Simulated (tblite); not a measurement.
**Run report: GeSiH4SO, geometry relaxation**

System: GeSiH4SO, multiplicity 3, SMILES [OH][Ge][S][SiH3].
Method: GFN2-xTB geometry optimisation, gas phase (tblite 0.8.0).

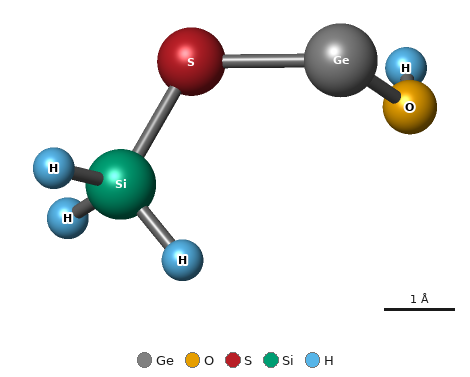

The starting structure (ball-and-stick view, seen at a tilt). Sticks mark near contacts. Bond lengths as drawn: Ge–O 1.81 Å, Ge–S 2.22 Å, H–O 0.99 Å, H–Si 1.46 to 1.49 Å and S–Si 2.12 Å.

## Results in brief

| quantity | value |
| --- | --- |
| outcome | converged |
| total energy | −353.9584 eV |
| hardware | 1 CPU thread, shared host |
| wall time | 4.5 s |
| peak memory | 0.18 GiB |

## The input
```
{"job": {"kind": "relax", "xc": "GFN2-xTB", "basis": "xTB"}, "charge": 0, "multiplicity": 3}
Ge     1.180873     0.948784     1.527447
O      2.709721     0.099008     1.067485
S     -0.130267     1.188367    -0.244627
Si    -1.503737    -0.407874    -0.515643
H      3.248336     0.633629     0.430457
H     -2.906989    -0.009206    -0.253384
H     -1.410287    -0.837585    -1.936209
H     -1.197038    -1.590675     0.280740
```

The first line tells a small driver script what to run in tblite; the rest is the geometry in Å.

Launched with:
```bash
OMP_NUM_THREADS=1 python <driver script> task.json out
```

## Output
```
step      E/eV     max force
  0    -353.46134    1.866
  1    -353.55319    1.159
  2    -353.60110    0.510
  3    -353.62712    0.485
  4    -353.64608    0.431
  5    -353.66175    0.386
  6    -353.66842    0.351
  7    -353.67410    0.249
  8    -353.67797    0.177
  9    -353.68038    0.152
 10    -353.68259    0.120
 11    -353.68352    0.105
 12    -353.68410    0.081
 13    -353.68483    0.082
 14    -353.68557    0.084
 15    -353.68605    0.062
 16    -353.68627    0.048
 17    -353.68643    0.049
 18    -353.68668    0.045
 19    -353.68700    0.059
 20    -353.68726    0.043
 21    -353.68734    0.017
 22    -353.68737    0.019
 23    -353.68741    0.021
 24    -353.68749    0.035
 25    -353.68764    0.048
 26    -353.68781    0.043
 27    -353.68792    0.019
 28    -353.68796    0.018
 29    -353.68798    0.017
 30    -353.68802    0.019
 31    -353.68807    0.020
 32    -353.68813    0.028
 33    -353.68820    0.032
 34    -353.68825    0.023
 35    -353.68828    0.015
 36    -353.68830    0.010
 37    -353.68831    0.011
 38    -353.68833    0.015
 39    -353.68835    0.018
 40    -353.68840    0.020
 41    -353.68845    0.018
 42    -353.68848    0.014
 43    -353.68850    0.015
 44    -353.68853    0.020
 45    -353.68860    0.029
 46    -353.68874    0.042
 47    -353.68900    0.049
 48    -353.68929    0.048
 49    -353.68949    0.043
 50    -353.68962    0.031
 51    -353.68975    0.038
 52    -353.68997    0.063
 53    -353.69036    0.065
 54    -353.69090    0.107
 55    -353.69135    0.074
 56    -353.69168    0.062
 57    -353.69205    0.045
 58    -353.69243    0.054
 59    -353.69341    0.088
 60    -353.69499    0.101
 61    -353.69502    0.192
 62    -353.69914    0.201
 63    -353.70352    0.071
 64    -353.70506    0.237
 65    -353.71059    0.172
 66    -353.71667    0.209
 67    -353.72030    0.167
 68    -353.72165    0.302
 69    -353.72612    0.471
 70    -353.72941    0.225
 71    -353.73483    0.249
 72    -353.74933    0.399
 73    -353.75609    0.639
 74    -353.76974    0.754
 75    -353.79491    0.768
 76    -353.82242    0.634
 77    -353.83764    0.328
 78    -353.85376    0.307
 79    -353.86476    0.208
 80    -353.86963    0.252
 81    -353.87564    0.360
 82    -353.88567    0.467
 83    -353.89596    0.909
 84    -353.91348    0.492
 85    -353.92345    0.152
 86    -353.92581    0.390
 87    -353.92841    0.107
 88    -353.92942    0.093
 89    -353.93135    0.087
 90    -353.93382    0.126
 91    -353.93726    0.393
 92    -353.94068    0.252
 93    -353.94692    0.310
 94    -353.94910    0.173
 95    -353.95111    0.233
 96    -353.95219    0.197
 97    -353.95304    0.172
 98    -353.95387    0.138
 99    -353.95477    0.139
100    -353.95539    0.093
101    -353.95597    0.139
102    -353.95670    0.085
103    -353.95732    0.089
104    -353.95787    0.045
105    -353.95804    0.038
106    -353.95821    0.033
107    -353.95834    0.022
108    -353.95840    0.012
109    -353.95841    0.016
110    -353.95842    0.005
```

## Trajectory as extended XYZ (Å, eV, eV/Å), 29 frames, from step=0 to step=110
```
8
Properties=species:S:1:pos:R:3:forces:R:3 step=0 energy=-353.46134
Ge    1.1809    0.9488    1.5274    0.3350   0.0370   0.9100
O     2.7097    0.0990    1.0675    0.7120   0.7490  -1.0490
S    -0.1303    1.1884   -0.2446   -0.0620   0.5610  -0.5700
Si   -1.5037   -0.4079   -0.5156   -1.2470  -1.1710  -0.7470
H     3.2483    0.6336    0.4305   -0.5300  -0.8060   0.8720
H    -2.9070   -0.0092   -0.2534    0.5190   0.1190   0.0170
H    -1.4103   -0.8376   -1.9362    0.0890   0.3340   0.4120
H    -1.1970   -1.5907    0.2807    0.1840   0.1770   0.1550
8
Properties=species:S:1:pos:R:3:forces:R:3 step=4 energy=-353.64608
Ge    1.2086    0.9559    1.6022    0.0000   0.1020   0.1400
O     2.7105    0.1111    1.0393   -0.0390   0.0660  -0.1430
S    -0.1519    1.2095   -0.2865   -0.1990  -0.2870   0.0460
Si   -1.5745   -0.4860   -0.5571    0.1690   0.0710   0.0810
H     3.2620    0.6171    0.4418    0.0900  -0.0840   0.0500
H    -2.8892    0.0141   -0.2452   -0.2010   0.1930   0.0880
H    -1.3998   -0.8173   -1.9417    0.0490  -0.0370  -0.4260
H    -1.1752   -1.5799    0.3034    0.1290  -0.0240   0.1640
8
Properties=species:S:1:pos:R:3:forces:R:3 step=8 energy=-353.67797
Ge    1.2224    0.9745    1.6483    0.0010   0.0510  -0.0290
O     2.6920    0.1210    1.0150   -0.0870   0.0080  -0.0320
S    -0.1909    1.1692   -0.2898    0.0140  -0.0620   0.1130
Si   -1.5837   -0.5068   -0.5725   -0.0640  -0.0640  -0.0650
H     3.2897    0.6044    0.4464    0.0660  -0.0080   0.0130
H    -2.8957    0.0452   -0.2334    0.1600  -0.0560  -0.0520
H    -1.3934   -0.8119   -1.9881   -0.0650   0.0160   0.1400
H    -1.1498   -1.5712    0.3304   -0.0240   0.1170  -0.0880
8
Properties=species:S:1:pos:R:3:forces:R:3 step=12 energy=-353.68410
Ge    1.2239    0.9869    1.6510    0.0060   0.0350  -0.0020
O     2.6779    0.1260    1.0024   -0.0130   0.0050  -0.0400
S    -0.1950    1.1519   -0.2709    0.0440   0.0530   0.0420
Si   -1.5878   -0.5145   -0.5802    0.0190   0.0050   0.0140
H     3.3026    0.5984    0.4521    0.0120  -0.0190   0.0330
H    -2.8824    0.0458   -0.2375   -0.0540   0.0130  -0.0080
H    -1.4016   -0.8117   -1.9868   -0.0280  -0.0300  -0.0580
H    -1.1469   -1.5584    0.3262    0.0140  -0.0620   0.0190
8
Properties=species:S:1:pos:R:3:forces:R:3 step=16 energy=-353.68627
Ge    1.2272    1.0013    1.6524    0.0240   0.0160   0.0140
O     2.6659    0.1275    0.9889   -0.0060  -0.0120  -0.0020
S    -0.1878    1.1567   -0.2529   -0.0410   0.0050  -0.0250
Si   -1.5879   -0.5193   -0.5822    0.0180   0.0220   0.0070
H     3.3139    0.5928    0.4611    0.0140  -0.0030   0.0110
H    -2.8842    0.0472   -0.2426    0.0100  -0.0110  -0.0100
H    -1.4129   -0.8174   -1.9940   -0.0100  -0.0010   0.0270
H    -1.1434   -1.5643    0.3256   -0.0080  -0.0170  -0.0210
8
Properties=species:S:1:pos:R:3:forces:R:3 step=20 energy=-353.68726
Ge    1.2357    1.0129    1.6560    0.0000   0.0080  -0.0040
O     2.6604    0.1245    0.9818    0.0100   0.0020  -0.0040
S    -0.1966    1.1630   -0.2528   -0.0050   0.0180  -0.0060
Si   -1.5814   -0.5142   -0.5789   -0.0200  -0.0340   0.0160
H     3.3220    0.5887    0.4696    0.0040  -0.0140   0.0120
H    -2.8834    0.0438   -0.2479    0.0050  -0.0050   0.0100
H    -1.4211   -0.8207   -1.9896    0.0110   0.0060  -0.0040
H    -1.1450   -1.5736    0.3181   -0.0040   0.0190  -0.0190
8
Properties=species:S:1:pos:R:3:forces:R:3 step=24 energy=-353.68749
Ge    1.2379    1.0178    1.6564   -0.0050   0.0060  -0.0200
O     2.6587    0.1247    0.9796   -0.0060  -0.0050   0.0110
S    -0.2008    1.1657   -0.2529   -0.0100  -0.0070   0.0030
Si   -1.5848   -0.5185   -0.5794    0.0070   0.0290  -0.0190
H     3.3271    0.5847    0.4734    0.0130  -0.0030  -0.0010
H    -2.8836    0.0435   -0.2458   -0.0100  -0.0070   0.0100
H    -1.4201   -0.8199   -1.9912    0.0050   0.0050   0.0060
H    -1.1437   -1.5735    0.3162    0.0070  -0.0170   0.0100
8
Properties=species:S:1:pos:R:3:forces:R:3 step=28 energy=-353.68796
Ge    1.2396    1.0313    1.6416   -0.0090   0.0060   0.0020
O     2.6569    0.1226    0.9803    0.0000  -0.0070   0.0000
S    -0.2139    1.1746   -0.2524    0.0060  -0.0030  -0.0080
Si   -1.5871   -0.5164   -0.5791    0.0040  -0.0020   0.0050
H     3.3407    0.5720    0.4848    0.0030  -0.0020  -0.0010
H    -2.8885    0.0353   -0.2366   -0.0020  -0.0110  -0.0060
H    -1.4146   -0.8166   -1.9903   -0.0080   0.0160   0.0000
H    -1.1424   -1.5784    0.3080    0.0060   0.0030   0.0070
8
Properties=species:S:1:pos:R:3:forces:R:3 step=32 energy=-353.68813
Ge    1.2367    1.0350    1.6380    0.0250  -0.0100  -0.0080
O     2.6570    0.1204    0.9814   -0.0110   0.0200   0.0000
S    -0.2137    1.1753   -0.2562    0.0050   0.0030  -0.0060
Si   -1.5856   -0.5156   -0.5770   -0.0040  -0.0100   0.0050
H     3.3429    0.5686    0.4867   -0.0170  -0.0110   0.0140
H    -2.8906    0.0287   -0.2367    0.0000  -0.0050   0.0020
H    -1.4163   -0.8097   -1.9895   -0.0030   0.0050  -0.0070
H    -1.1398   -1.5783    0.3094    0.0060   0.0090   0.0000
8
Properties=species:S:1:pos:R:3:forces:R:3 step=36 energy=-353.68830
Ge    1.2385    1.0428    1.6317    0.0000   0.0050   0.0030
O     2.6527    0.1202    0.9812   -0.0040  -0.0090   0.0040
S    -0.2167    1.1777   -0.2597    0.0020  -0.0010  -0.0020
Si   -1.5865   -0.5175   -0.5759    0.0020   0.0080  -0.0050
H     3.3486    0.5598    0.4939   -0.0040   0.0030  -0.0020
H    -2.8938    0.0201   -0.2338    0.0000  -0.0020   0.0070
H    -1.4179   -0.8009   -1.9909   -0.0030  -0.0060   0.0000
H    -1.1342   -1.5777    0.3097    0.0070   0.0020  -0.0040
8
Properties=species:S:1:pos:R:3:forces:R:3 step=40 energy=-353.68840
Ge    1.2395    1.0461    1.6305   -0.0160   0.0070   0.0080
O     2.6500    0.1167    0.9833    0.0120   0.0000  -0.0050
S    -0.2146    1.1782   -0.2638    0.0030   0.0090  -0.0020
Si   -1.5848   -0.5144   -0.5761   -0.0050  -0.0170   0.0100
H     3.3451    0.5578    0.4958   -0.0050  -0.0100   0.0010
H    -2.8948    0.0148   -0.2305    0.0070   0.0040   0.0060
H    -1.4212   -0.7996   -1.9910   -0.0010  -0.0040  -0.0060
H    -1.1285   -1.5752    0.3079    0.0040   0.0110  -0.0110
8
Properties=species:S:1:pos:R:3:forces:R:3 step=44 energy=-353.68853
Ge    1.2387    1.0557    1.6278   -0.0050  -0.0080  -0.0040
O     2.6451    0.1128    0.9853   -0.0130   0.0100   0.0110
S    -0.2151    1.1813   -0.2686   -0.0060   0.0010  -0.0030
Si   -1.5858   -0.5147   -0.5774    0.0110   0.0090  -0.0050
H     3.3451    0.5492    0.5010    0.0040  -0.0060  -0.0080
H    -2.8957    0.0078   -0.2214    0.0080   0.0070   0.0000
H    -1.4245   -0.7969   -1.9938   -0.0080   0.0000   0.0050
H    -1.1172   -1.5707    0.3035    0.0090  -0.0140   0.0040
8
Properties=species:S:1:pos:R:3:forces:R:3 step=48 energy=-353.68929
Ge    1.2208    1.0948    1.6155    0.0170  -0.0010  -0.0260
O     2.6105    0.1056    1.0072   -0.0350  -0.0240   0.0230
S    -0.2166    1.2039   -0.3018   -0.0120  -0.0140  -0.0010
Si   -1.5728   -0.5093   -0.5803    0.0140   0.0160  -0.0150
H     3.3340    0.4930    0.5166   -0.0040   0.0290  -0.0070
H    -2.8812   -0.0186   -0.1740    0.0240   0.0080  -0.0030
H    -1.4598   -0.7880   -2.0029   -0.0080   0.0150   0.0190
H    -1.0444   -1.5569    0.2758    0.0030  -0.0280   0.0110
8
Properties=species:S:1:pos:R:3:forces:R:3 step=52 energy=-353.68997
Ge    1.2090    1.1166    1.6032   -0.0110   0.0160  -0.0080
O     2.5855    0.0922    1.0296    0.0390   0.0050  -0.0390
S    -0.2111    1.2168   -0.3318    0.0040   0.0040   0.0020
Si   -1.5550   -0.4997   -0.5794   -0.0060  -0.0510   0.0280
H     3.3089    0.4645    0.5237   -0.0490  -0.0120   0.0370
H    -2.8638   -0.0377   -0.1425    0.0230   0.0230   0.0140
H    -1.4899   -0.7793   -2.0030    0.0100   0.0120  -0.0230
H    -0.9930   -1.5492    0.2565   -0.0100   0.0020  -0.0100
8
Properties=species:S:1:pos:R:3:forces:R:3 step=56 energy=-353.69168
Ge    1.1801    1.1807    1.5649    0.0010  -0.0100   0.0100
O     2.5221    0.0648    1.0687   -0.0120   0.0470  -0.0390
S    -0.2150    1.2474   -0.3864    0.0280  -0.0220  -0.0210
Si   -1.5225   -0.5049   -0.5804   -0.0070   0.0060   0.0080
H     3.2589    0.3927    0.5525   -0.0180  -0.0190   0.0270
H    -2.8054   -0.0561   -0.0585    0.0180  -0.0130   0.0190
H    -1.5503   -0.7566   -2.0131    0.0200   0.0060   0.0320
H    -0.8773   -1.5437    0.2086   -0.0300   0.0060  -0.0350
8
Properties=species:S:1:pos:R:3:forces:R:3 step=60 energy=-353.69499
Ge    1.1448    1.2955    1.5108    0.0040  -0.0120  -0.0150
O     2.3973    0.0465    1.1146   -0.0880  -0.0360   0.0330
S    -0.2116    1.2929   -0.4867    0.0150  -0.0100  -0.0210
Si   -1.4742   -0.4919   -0.5796   -0.0080   0.0200  -0.0370
H     3.1897    0.2463    0.6202    0.0430   0.0570  -0.0280
H    -2.7128   -0.1216    0.0914    0.0360   0.0010   0.0120
H    -1.6492   -0.7268   -2.0065    0.0100   0.0250   0.0480
H    -0.6934   -1.5165    0.0920   -0.0120  -0.0440   0.0090
8
Properties=species:S:1:pos:R:3:forces:R:3 step=64 energy=-353.70506
Ge    1.0631    1.4464    1.3933   -0.0060  -0.0970   0.0170
O     2.1571    0.0049    1.2085    0.0270   0.0380  -0.0760
S    -0.1783    1.3448   -0.6821    0.0020  -0.0190  -0.0580
Si   -1.3525   -0.4790   -0.5638   -0.0280  -0.0520  -0.0250
H     2.9767    0.0602    0.7145   -0.0600   0.0260   0.0710
H    -2.4443   -0.1662    0.3624    0.1550  -0.0460  -0.0930
H    -1.8185   -0.6686   -1.9451    0.0650   0.0080   0.2280
H    -0.4128   -1.5180   -0.1314   -0.1560   0.1420  -0.0630
8
Properties=species:S:1:pos:R:3:forces:R:3 step=68 energy=-353.72165
Ge    0.9466    1.4479    1.3530   -0.1980  -0.0340   0.0210
O     2.0048   -0.0117    1.2763   -0.1150  -0.0620  -0.0010
S    -0.1020    1.3453   -0.8682    0.0200   0.0400  -0.0750
Si   -1.2335   -0.4527   -0.5302    0.0430   0.1030  -0.1010
H     2.7727    0.0207    0.7152    0.2770  -0.0250  -0.0490
H    -2.1713   -0.1453    0.5201   -0.1660   0.1000   0.2310
H    -1.9145   -0.6358   -1.8112   -0.0250  -0.0320  -0.0840
H    -0.3122   -1.5439   -0.2986    0.1640  -0.0880   0.0580
8
Properties=species:S:1:pos:R:3:forces:R:3 step=72 energy=-353.74933
Ge    0.7867    1.3524    1.3776    0.1040  -0.3740  -0.0940
O     2.0283    0.0036    1.3142   -0.3680   0.1230   0.0130
S    -0.0691    1.3617   -0.9714    0.0220   0.0610  -0.0880
Si   -1.1906   -0.4225   -0.5066   -0.0120   0.0130   0.0110
H     2.7175    0.0037    0.6585    0.2180   0.0970  -0.0450
H    -2.0888   -0.1051    0.5797   -0.1970   0.0980   0.0890
H    -1.9338   -0.6515   -1.7684    0.0790   0.0540   0.0740
H    -0.2597   -1.5177   -0.3274    0.1550  -0.0730   0.0400
8
Properties=species:S:1:pos:R:3:forces:R:3 step=76 energy=-353.82242
Ge    0.6356    1.0844    1.3438    0.0200   0.0040   0.0030
O     2.1268    0.0485    1.3304   -0.5520   0.0060   0.2730
S    -0.0111    1.3629   -1.0865    0.1030   0.0760   0.0460
Si   -1.1661   -0.3793   -0.4378    0.1360  -0.1420   0.0790
H     2.7140    0.0733    0.5951    0.4720   0.0350  -0.4230
H    -2.1683   -0.0804    0.5621   -0.3130   0.1450   0.0240
H    -1.8706   -0.5831   -1.7410    0.0760  -0.0110   0.1310
H    -0.2698   -1.5019   -0.2097    0.0580  -0.1130  -0.1320
8
Properties=species:S:1:pos:R:3:forces:R:3 step=80 energy=-353.86963
Ge    0.6302    1.0456    1.3439   -0.1240   0.0670  -0.0140
O     2.1285    0.0976    1.2397    0.0970  -0.1630  -0.1660
S    -0.0725    1.4325   -1.0552    0.0430  -0.1430   0.0440
Si   -1.1440   -0.3975   -0.3777   -0.0440   0.1040   0.0810
H     2.8567    0.0708    0.6228   -0.0800   0.0890   0.0630
H    -2.2381   -0.0121    0.5086   -0.0990   0.0540   0.0020
H    -1.8298   -0.6066   -1.6918    0.0540   0.0320   0.0160
H    -0.3405   -1.6059   -0.2341    0.1530  -0.0410  -0.0270
8
Properties=species:S:1:pos:R:3:forces:R:3 step=84 energy=-353.91348
Ge    0.6362    1.0429    1.3733   -0.0910  -0.0390  -0.0990
O     2.0755    0.0119    1.1448   -0.3960  -0.2110   0.2010
S     0.0079    1.3583   -1.0299   -0.0680  -0.0970   0.0830
Si   -1.1669   -0.4063   -0.3407    0.1290   0.0840  -0.0280
H     2.8520    0.1783    0.6348    0.3990   0.1630  -0.2140
H    -2.2969    0.0304    0.4892    0.0470   0.0220  -0.0370
H    -1.8074   -0.5975   -1.6822   -0.0060  -0.0190   0.0630
H    -0.3098   -1.5936   -0.2330   -0.0140   0.0970   0.0310
8
Properties=species:S:1:pos:R:3:forces:R:3 step=88 energy=-353.92942
Ge    0.6137    1.0078    1.3734    0.0070  -0.0610  -0.0340
O     2.0575   -0.0293    1.1064    0.0180  -0.0120  -0.0750
S     0.0403    1.3192   -1.0123   -0.0220   0.0410  -0.0040
Si   -1.1567   -0.4090   -0.3232   -0.0220   0.0290  -0.0470
H     2.8336    0.2531    0.6255   -0.0240   0.0010   0.0900
H    -2.2880    0.0861    0.4751    0.0420  -0.0040  -0.0270
H    -1.7963   -0.6006   -1.6651   -0.0200  -0.0320   0.0480
H    -0.3135   -1.6029   -0.2234    0.0210   0.0380   0.0500
8
Properties=species:S:1:pos:R:3:forces:R:3 step=92 energy=-353.94068
Ge    0.6073    0.9781    1.3659    0.0230   0.0340   0.0170
O     2.0359   -0.0485    1.0270    0.2280  -0.0400  -0.1000
S     0.0149    1.3379   -0.9995   -0.0320   0.0720  -0.0870
Si   -1.1592   -0.4045   -0.3354    0.0550  -0.0800   0.0420
H     2.8787    0.2607    0.6890   -0.1980  -0.0330   0.1310
H    -2.2741    0.1128    0.4620   -0.0530   0.0090   0.0370
H    -1.8165   -0.6284   -1.6565    0.0100  -0.0190  -0.0300
H    -0.2963   -1.5836   -0.1962   -0.0320   0.0570  -0.0110
8
Properties=species:S:1:pos:R:3:forces:R:3 step=96 energy=-353.95219
Ge    0.6370    1.0054    1.3132    0.0270   0.0030   0.0050
O     2.0271   -0.0943    1.0003    0.1490   0.0650  -0.0990
S    -0.0509    1.3982   -1.0404   -0.0140  -0.0270   0.0040
Si   -1.1560   -0.3869   -0.3494   -0.0190  -0.0050   0.0830
H     2.9092    0.2159    0.7875   -0.1710  -0.0550   0.0790
H    -2.2708    0.0622    0.4945    0.0120   0.0090  -0.0170
H    -1.8355   -0.6353   -1.6540    0.0270  -0.0040  -0.0290
H    -0.2695   -1.5408   -0.1953   -0.0100   0.0140  -0.0260
8
Properties=species:S:1:pos:R:3:forces:R:3 step=100 energy=-353.95539
Ge    0.6486    1.0039    1.3038   -0.0140   0.0200   0.0000
O     2.0275   -0.0984    0.9633    0.0710   0.0210  -0.0570
S    -0.0765    1.4017   -1.0416    0.0220   0.0120   0.0170
Si   -1.1636   -0.3848   -0.3368    0.0160  -0.0200  -0.0690
H     2.9219    0.2093    0.8219   -0.0750  -0.0290   0.0320
H    -2.2740    0.0728    0.5017   -0.0370   0.0060  -0.0060
H    -1.8218   -0.6463   -1.6574   -0.0030   0.0180   0.0690
H    -0.2714   -1.5337   -0.1986    0.0210  -0.0280   0.0140
8
Properties=species:S:1:pos:R:3:forces:R:3 step=104 energy=-353.95787
Ge    0.6521    1.0048    1.2938   -0.0190   0.0130  -0.0270
O     2.0192   -0.1003    0.9099    0.0230   0.0040  -0.0110
S    -0.0902    1.4119   -1.0457    0.0280   0.0130   0.0230
Si   -1.1560   -0.3845   -0.3321    0.0150  -0.0280   0.0320
H     2.9268    0.1929    0.8649   -0.0180  -0.0110   0.0040
H    -2.2745    0.0807    0.4976    0.0020  -0.0090   0.0030
H    -1.8300   -0.6476   -1.6382   -0.0020  -0.0130  -0.0160
H    -0.2568   -1.5335   -0.1941   -0.0270   0.0310  -0.0080
8
Properties=species:S:1:pos:R:3:forces:R:3 step=108 energy=-353.95840
Ge    0.6519    1.0135    1.2799    0.0030  -0.0030   0.0020
O     2.0144   -0.1006    0.8944   -0.0100   0.0000  -0.0020
S    -0.0894    1.4154   -1.0452    0.0030   0.0080  -0.0010
Si   -1.1549   -0.3834   -0.3266   -0.0080   0.0060  -0.0070
H     2.9263    0.1801    0.8822    0.0050   0.0020   0.0000
H    -2.2756    0.0737    0.5045    0.0030  -0.0020   0.0020
H    -1.8302   -0.6470   -1.6340    0.0020  -0.0040   0.0020
H    -0.2520   -1.5273   -0.1989    0.0020  -0.0070   0.0050
8
Properties=species:S:1:pos:R:3:forces:R:3 step=110 energy=-353.95842
Ge    0.6521    1.0127    1.2801    0.0000   0.0010   0.0010
O     2.0144   -0.1004    0.8927   -0.0020  -0.0020  -0.0020
S    -0.0900    1.4170   -1.0449    0.0000   0.0020  -0.0010
Si   -1.1551   -0.3829   -0.3275    0.0010   0.0020   0.0010
H     2.9267    0.1795    0.8835   -0.0010   0.0010  -0.0010
H    -2.2751    0.0742    0.5045    0.0020  -0.0020   0.0010
H    -1.8307   -0.6490   -1.6338    0.0020   0.0000  -0.0030
H    -0.2516   -1.5266   -0.1984   -0.0020  -0.0030   0.0030
```
